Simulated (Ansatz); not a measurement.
## Profile along the N–B line in BN (zinc blende)

BN (zinc blende)

```xyz
2
Lattice="0.0000 1.8049 1.8049 1.8049 0.0000 1.8049 1.8049 1.8049 0.0000" Properties=species:S:1:pos:R:3 pbc="T T T"
N      2.7073     2.7073     2.7073
B      0.0000     0.0000     0.0000
```

Fields along a shortest N–B line of a {110} plane (1.56 Å), from N to B, interpolated on the slice's grid (step about 0.1 Å). Computed with r2SCAN (plane waves to 500 eV, PAW, scalar-relativistic; Ansatz, a program for electronic structure). k mesh 16×16×16. Inside the PAW spheres the values are not all-electron values, and peaks at nuclei hang on which shells count as valence. BN was relaxed with its symmetry unable to fall.

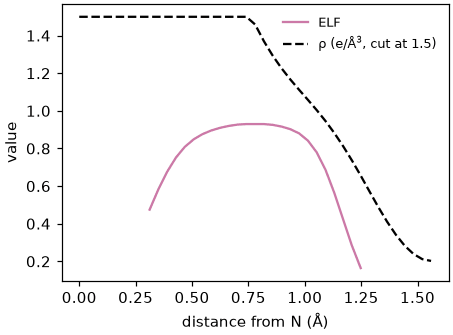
Fig. 1. ELF (away from the nuclei) and valence density from N to B.

Density on the N–B line (1.56 Å) at its midpoint: 1.46 e/Å³. ELF at that point: 0.9. ELF maximum in the middle third of the N–B line: 0.93, 0.8 Å from N.
